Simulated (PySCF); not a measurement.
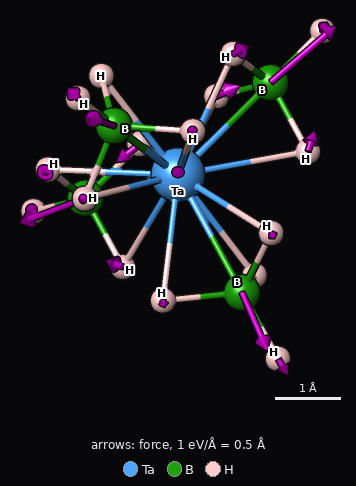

Starting geometry of TaB$_{4}$H$_{16}$ (charge −1, multiplicity 3) with the computed forces as purple arrows. A ball-and-stick model, seen from a free direction.

All numbers below come from UKS r2SCAN, Ta def2-SVP with ECP60, B def2-SVP, H def2-SVP; non-relativistic Hamiltonian with scalar-relativistic core potentials; density fitting (PySCF).

Input file:
```
mol = gto.M(atom='''
Ta     0.00000     0.00000     0.00000
B      1.23500     1.23500     1.23500
H      1.92780     1.92780     1.92780
H      0.51360     0.51360     1.95730
H      1.95730     0.51360     0.51360
H      0.51360     1.95730     0.51360
B     -1.23500    -1.23500     1.23500
H     -1.92780    -1.92780     1.92780
H     -0.51360    -0.51360     1.95730
H     -1.95730    -0.51360     0.51360
H     -0.51360    -1.95730     0.51360
B      1.23500    -1.23500    -1.23500
H      1.92780    -1.92780    -1.92780
H      1.47610    -1.47610    -0.03240
H      0.03240    -1.47610    -1.47610
H      1.47610    -0.03240    -1.47610
B     -1.23500     1.23500    -1.23500
H     -1.92780     1.92780    -1.92780
H     -1.47610     1.47610    -0.03240
H     -0.03240     1.47610    -1.47610
H     -1.47610     0.03240    -1.47610''',
    basis={'Ta': 'def2-SVP', 'B': 'def2-SVP', 'H': 'def2-SVP'},
    ecp={'Ta': 'def2-SVP'},
    charge=-1, spin=2)
mf = dft.UKS(mol, xc='R2SCAN')
mf.grids.atom_grid = (50, 194)  # f atoms: at least (60, 302), unpruned
mf = mf.density_fit()  # Ta def2-universal-JKFIT, B def2-universal-JKFIT, H def2-universal-JKFIT
mf.conv_tol = 1e-08; mf.max_cycle = 55
mf.kernel(dm0)
# quasi-Newton relaxation in Cartesian coordinates to a largest gradient under 0.00045 Eh/bohr, steps kept in the point group
```

Command:
```bash
OMP_NUM_THREADS=4 python run.py
```

> Is this structure relaxed? If not, where do the atoms go?

It isn't relaxed: the largest force vector, on B atoms, is 2.79 eV/Å. The final displacements follow the starting forces only in part (cosine between the two patterns 0.54). The largest moves after the best rigid fit, 0.66 Å, are those of H5, H6, H10 and H11. By element the largest moves are H 0.66 Å, B 0.43 Å, Ta 0.01 Å. Near-neighbour distances that change, for instance: Ta1–H10 2.088 → 2.669 Å, Ta1–B2 2.139 → 2.474 Å, Ta1–H4 2.088 → 1.893 Å, Ta1–H15 2.088 → 2.256 Å. Bond angles that change, for instance: Ta1–B2–H3 180.0° → 144.8°, Ta1–H4–B2 75.1° → 100.1°, Ta1–B2–H4 70.6° → 48.9°. The energy falls by 253.2 kJ/mol in 19 geometry steps. The largest force component goes from 1.8 to 0.015 eV/Å.

Limits of the set-up: the basis has no diffuse functions, which an anion needs.
